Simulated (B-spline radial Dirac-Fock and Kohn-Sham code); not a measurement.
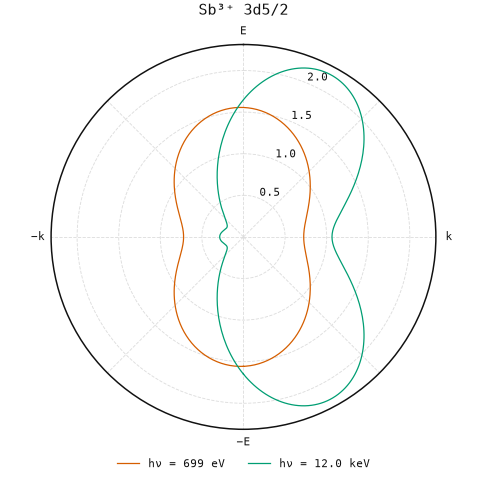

**Figure.** Angular distribution of photoelectrons from M5 (3d5/2) in the plane of the polarisation E (up) and the photon direction k (right), relative to an isotropic one. The figure is for Sb³⁺. Computed with a B-spline radial code: a Dirac–Hartree–Slater potential; 1 + βP₂(cos θ) + (δ + γ cos²θ) sin θ cos φ with E1 and E1–E2 terms.

At 699 eV, β = 0.556, γ = −0.070 and δ = 0.002. At 12.0 keV, β = 0.650, γ = 1.628 and δ = 0.389. At 12.0 keV the emission 45° forward of E is 6.5 times that 45° backward, and the lobe peaks 28° from E towards k.
